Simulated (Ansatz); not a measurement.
**Al2O3: response to strain**

Base system: Al$_{2}$O$_{3}$ in the corundum structure (space group R-3c, No. 167; a = 4.774 Å, c = 13.015 Å (hexagonal axes)). Axes: x lies along a and z along c of the hexagonal cell.

Strains are applied to the cell and any free atomic positions relax; under biaxial strain the out-of-plane vector relaxes too.

Computed with PBEsol in Ansatz (plane waves to 420 eV, PAW, spin-orbit coupling left out).

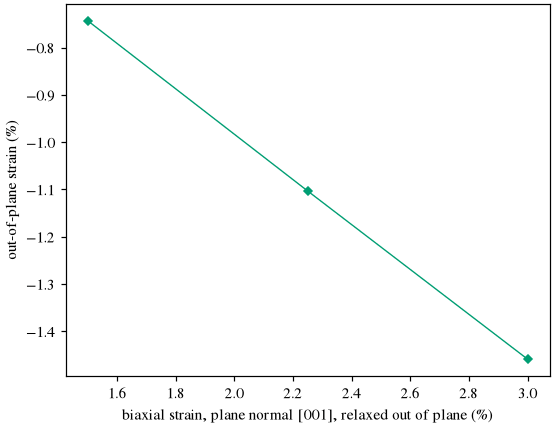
Figure: Out-of-plane strain against biaxial strain, plane normal [001], relaxed out of plane

Question: From the plot, what is the out-of-plane strain for biaxial strain +3.00 %, plane normal [001], relaxed out of plane?

Answer: About -1.46 %.

Question: Is the trend monotonic over the range shown?

Answer: Yes, it falls throughout, spanning -1.46 % to -0.74 %.

Whether these cells are dynamically stable was not tested.

Ansatz is a program for electronic structure.
